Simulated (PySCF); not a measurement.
```json
{"atom": "C", "x (Å)": "1.6224", "y (Å)": "-0.2515", "z (Å)": "-0.0772"}
{"atom": "O", "x (Å)": "0.6669", "y (Å)": "0.2384", "z (Å)": "0.8714"}
{"atom": "C", "x (Å)": "-0.5777", "y (Å)": "0.5805", "z (Å)": "0.3461"}
{"atom": "Si", "x (Å)": "-2.1986", "y (Å)": "0.0108", "z (Å)": "1.2085"}
{"atom": "C", "x (Å)": "-1.3359", "y (Å)": "-0.5794", "z (Å)": "-0.3643"}
{"atom": "F", "x (Å)": "-1.6759", "y (Å)": "-0.2269", "z (Å)": "-1.6477"}
{"atom": "H", "x (Å)": "1.3637", "y (Å)": "-1.1735", "z (Å)": "-0.6538"}
{"atom": "H", "x (Å)": "2.4967", "y (Å)": "-0.3943", "z (Å)": "0.4999"}
{"atom": "H", "x (Å)": "1.7239", "y (Å)": "0.5100", "z (Å)": "-0.8709"}
{"atom": "H", "x (Å)": "-0.5873", "y (Å)": "1.5412", "z (Å)": "-0.2199"}
{"atom": "H", "x (Å)": "-3.3410", "y (Å)": "0.9179", "z (Å)": "1.2854"}
{"atom": "H", "x (Å)": "-2.0170", "y (Å)": "-0.8850", "z (Å)": "2.4017"}
{"atom": "H", "x (Å)": "-0.9413", "y (Å)": "-1.5427", "z (Å)": "-0.3748"}
```

Geometry: GFN2-xTB, MD frame at 250 fs, 300 K.

Level of theory: PBE0/pcSseg-1, SCF density, gas phase, non-relativistic (PySCF).

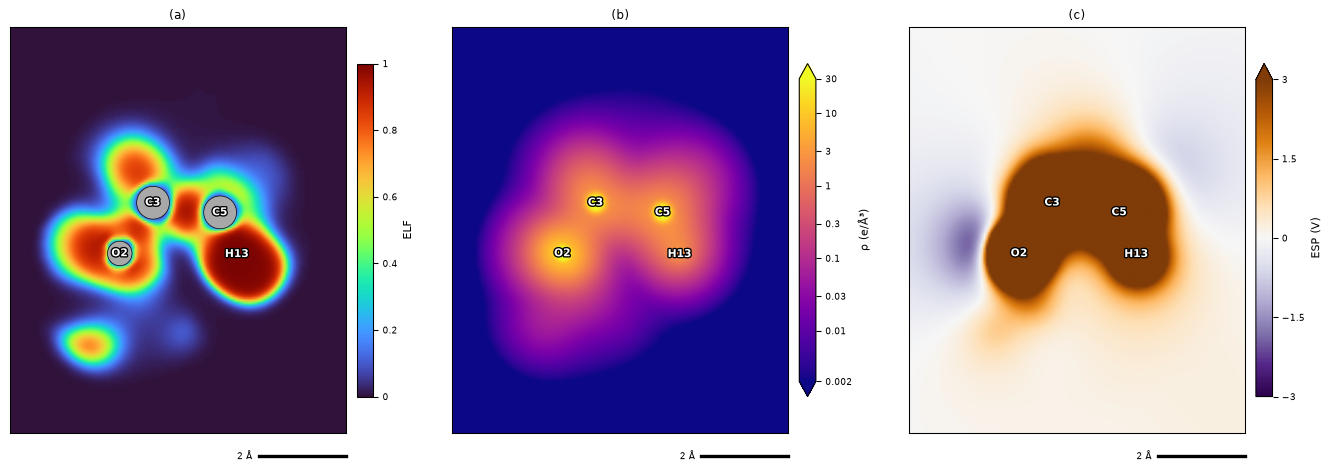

C₃H₇FOSi. (a) electron localisation function; (b) total electron density; (c) electrostatic potential on the plane of atoms O2, C3 and C5. Grey discs cover the atomic cores in the ELF map.

> What does the map show?

- The plane passes through O, C and H nuclei.
- C–O (1.39 Å): the density is about 2.1 e/Å³ at the midpoint, with its minimum of 1.9 e/Å³ about 0.5 Å from C; the ELF peaks at about 0.90 between the atoms, as expected for a polar covalent bond.
- C–C (1.56 Å): ρ is about 1.6 e/Å³ halfway; the ELF peaks at about 0.95 between the atoms, as expected for localised, covalent bonding.
- C–H (1.04 Å): ρ is about 2.3 e/Å³ halfway; the ELF climbs to about 1 towards the hydrogen, as it does in any bond to H (a covalent bond by its length).
- The ELF also peaks beside O2, away from the bonds: lone-pair regions.
- Outside the dense part of the molecule the potential is most negative (−1.9 V) near O2.
